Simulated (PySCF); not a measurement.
# C5H10O2: the cost of one run

Computed with PySCF 2.14.0 and routines of our own; the level stands in each step. Atoms count from 0.

### 1 The system as given

17 atoms, charge 0, multiplicity 1; geometry from: GFN2-xTB.

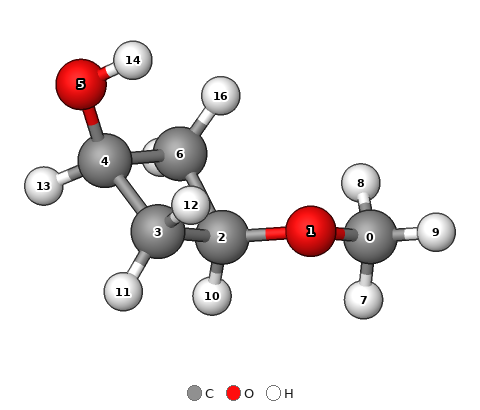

The starting geometry (carbon grey, oxygen red, hydrogen white).

### 2 Magnetic properties: GIAO PBE0/pcSseg-1

The job: settings as JSON, then the geometry in Å.

```
{"job": {"kind": "mag", "xc": "PBE0", "basis": "pcSseg-1", "isotopologues": 2}, "charge": 0, "multiplicity": 1}
C     -2.495075     0.445905     0.278949
O     -1.238146     0.885334    -0.170676
C     -0.308408    -0.151471    -0.339368
C      1.056840     0.345783    -0.836837
C      1.743864    -0.456288     0.288851
O      2.718086     0.187158     1.050321
C      0.364927    -0.705365     0.938075
H     -2.943047    -0.260748    -0.430788
H     -2.425042    -0.038221     1.259638
H     -3.123515     1.330690     0.356603
H     -0.735788    -0.947427    -0.965773
H      1.326705     0.091613    -1.857800
H      1.149110     1.420777    -0.694583
H      2.213737    -1.373826    -0.069210
H      2.358506     1.023265     1.370510
H      0.133605    -1.731757     1.211208
H      0.196641    -0.053392     1.794249
```

Method: GIAO PBE0/pcSseg-1 magnetisability, rotational g tensor and spin-rotation constants, non-relativistic, gas phase.

The run is started by

```console
OMP_NUM_THREADS=1 python excited_run.py task.json out
```

The driver reads the jobs from task.json and runs them one after another.

Q: Estimate the wall time and peak memory of this first job on 1 thread of Arm Neoverse V2, shared host.

About 26 s, with a peak of 0.78 GiB.
